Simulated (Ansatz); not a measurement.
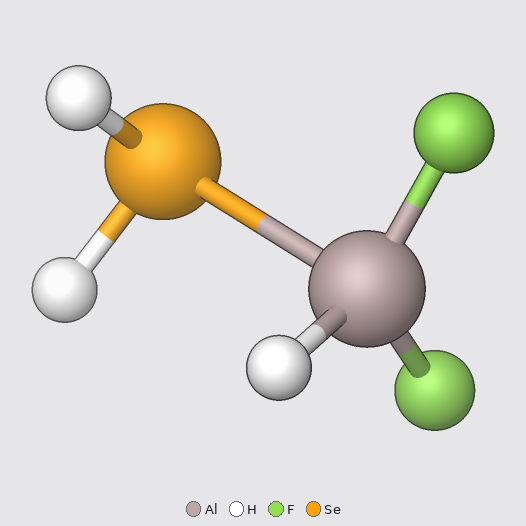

The picture shows a molecular structure as a ball-and-stick model.

The geometry was computed by an optimisation with PBE0-D4/def2-TZVP.

> Which formula does it have?

AlF2H3Se, 7 atoms: 1 aluminium, 2 fluorine, 3 hydrogen and 1 selenium.

> How many sets of symmetry-equivalent atoms are there?

5: 1 Al, 1 H, 2 F, 2 H, 1 Se.

The parts below concern this one geometry. Atoms keep their numbers from picture to picture.

### Geometry

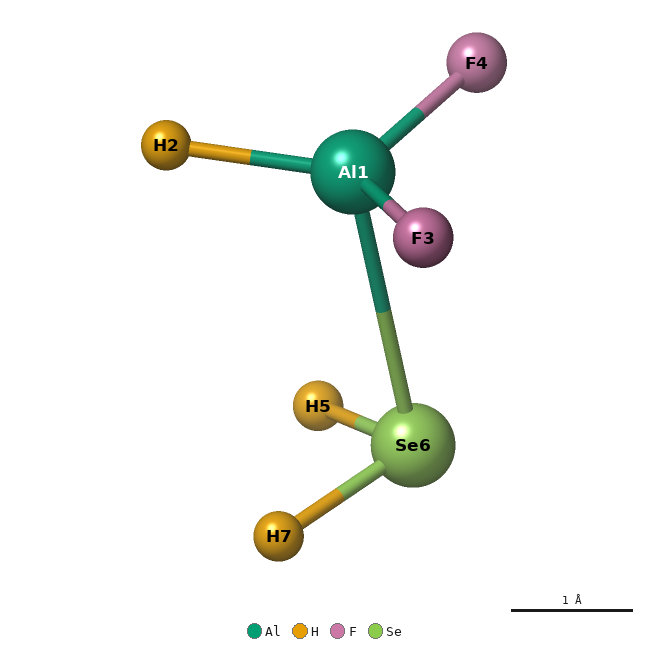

Atoms carry their numbers in the input.

> Describe the coordination of atom 6.

Se6 has 3 neighbours (Al1 at 2.66, H5 at 1.47, H7 at 1.47 Å); the arrangement is trigonal pyramidal.

### Dipole moment

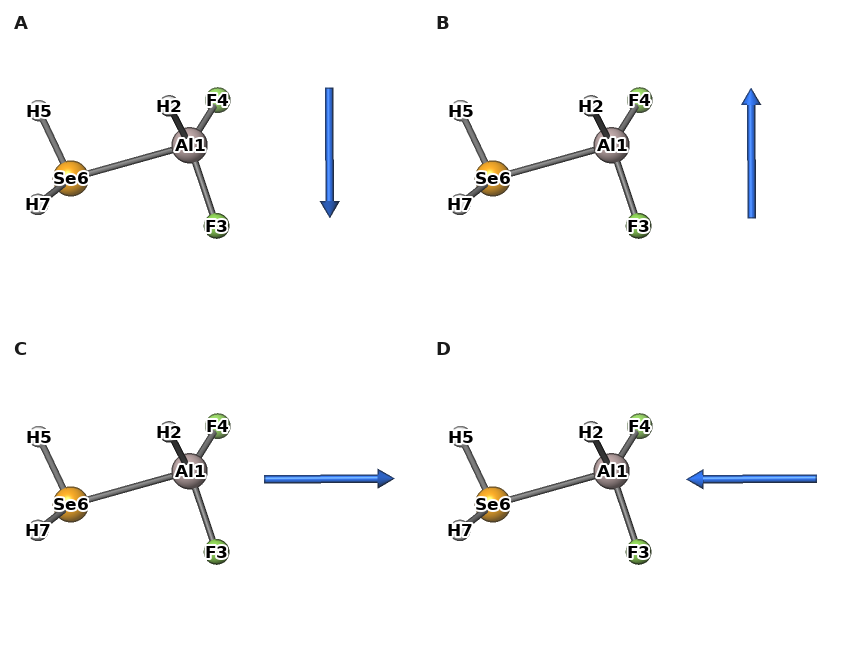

The same molecule four times, each with an arrow. Method: RKS PBE0-D4/def2-TZVP (Ansatz 0.2.0).

> Which arrow points along the dipole moment, from the negative to the positive end?

D. The dipole moment is 4.66 D; it points from the side of F3, F4 to the side of H5, H7 (the outermost atoms at the two ends).

### Vibrations

Harmonic vibrations computed with RKS PBE0-D4/def2-TZVP (Ansatz 0.2.0) at a stationary point of the same level.

> How many vibrational modes are there, and where do they lie?

15 modes: 58, 99, 120, 222, 250, 416, 455, 580, 655, 744, 880, 1055, 1968, 2448, 2461 cm⁻¹.

### Thermal motion

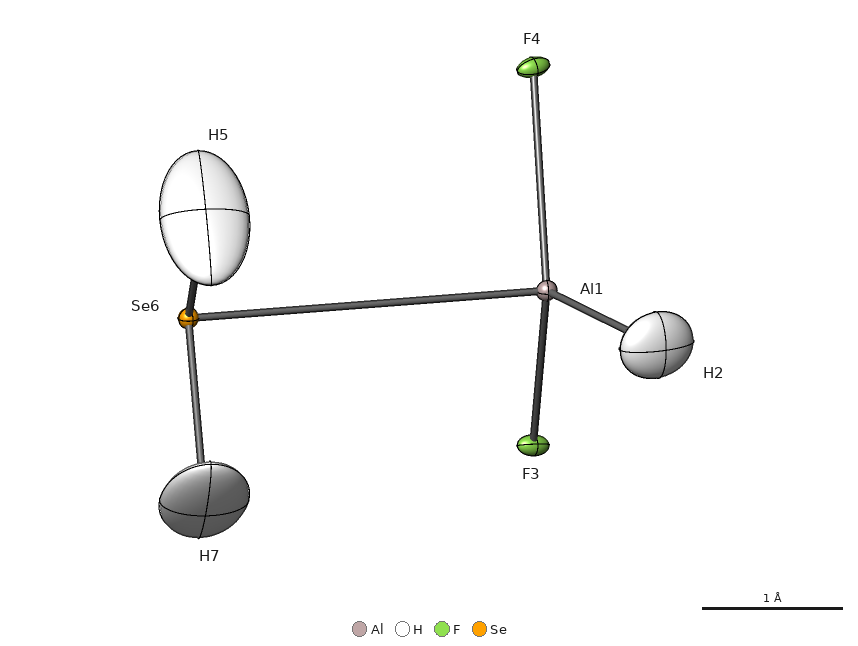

Displacement ellipsoids at the 50 % level, from the internal vibrations of the free molecule (harmonic, no overall translation or rotation; no half-axis is drawn under 0.075 Å). Vibrations computed with RKS PBE0-D4/def2-TZVP (Ansatz 0.2.0). Temperature: 0 K (zero-point motion alone).

> Which atom moves most?

H5, H7, with U_eq = 0.0589 Å².

> Does H7 move more along its bond or across it?

Across it: the root-mean-square amplitude is 0.083 Å along the bond and up to 0.356 Å across, since bending and torsion are softer than stretching.

Give the displacement parameters, one line for each set of equivalent atoms.

```
  atom  U_eq (Å²)   rms amplitudes (Å)
   Al1     0.0014  0.033, 0.033, 0.045
    H2     0.0233  0.096, 0.159, 0.188
F3, F4     0.0030  0.026, 0.040, 0.082
H5, H7     0.0588  0.083, 0.207, 0.356
   Se6    0.00033  0.005, 0.015, 0.027
```
